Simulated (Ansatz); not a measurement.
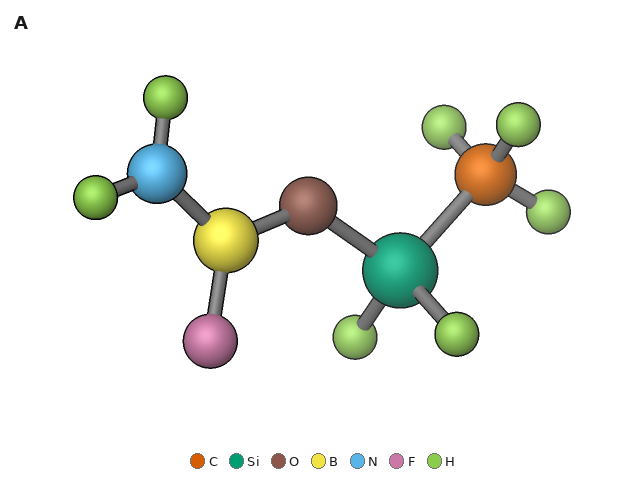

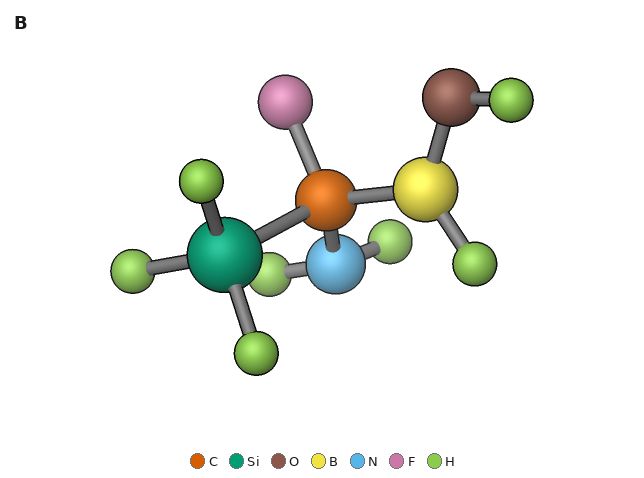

2 stationary structures of one formula. Geometries: PBE-D4/def2-SVP. Electronic energies: PBE-D4/def2-SVP (Ansatz 0.2.0), without zero-point energy. No frequency run is at hand to confirm each as a minimum. Each is one conformer, not always the lowest.

Question: Are they conformers, stereoisomers or constitutional isomers?

Answer: They are constitutional isomers of CH7BFNOSi: A `C[SiH2]OB(N)F`, B `N[C@@](F)([SiH3])BO`.

Question: Which is lowest in energy, and by how much?

Answer: A is lowest; B lies 452.7 kJ/mol above it.
